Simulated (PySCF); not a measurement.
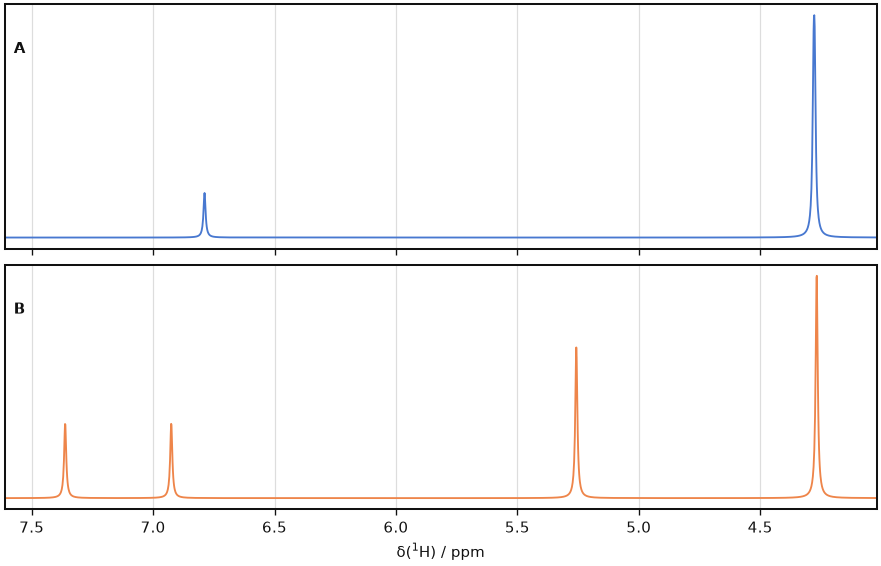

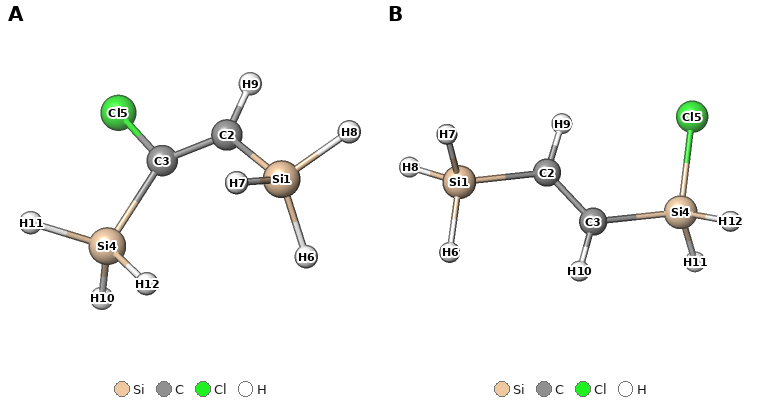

Related molecules: A is C₂H₇ClSi₂, SMILES [SiH3]/C=C(\[SiH3])Cl; B is C₂H₇ClSi₂, SMILES [SiH3]/C=C/[SiH2]Cl. GIAO ¹H shifts against TMS, PBE0/pcSseg-1 with PySCF 2.14.0, at a PBE0-D3(BJ)/def2-SVP geometry (no frequency check); fully decoupled, line heights follow the number of nuclei within a panel, widths are arbitrary (no quadrupolar broadening); values of one conformer, averaged over methyl-type rotors and exact or near symmetry; other conformers aren't averaged in.

Question: Assign the ¹H signals of each molecule.

Answer: A: 6.79 (H9); 4.28 (H10, H11, H12); 4.28 (H6, H7, H8)
B: 7.36 (H9); 6.93 (H10); 5.26 (H11, H12); 4.27 (H6, H7, H8)

The order of signals that lie close, as those under 0.08 ppm apart, is within the error of the method.
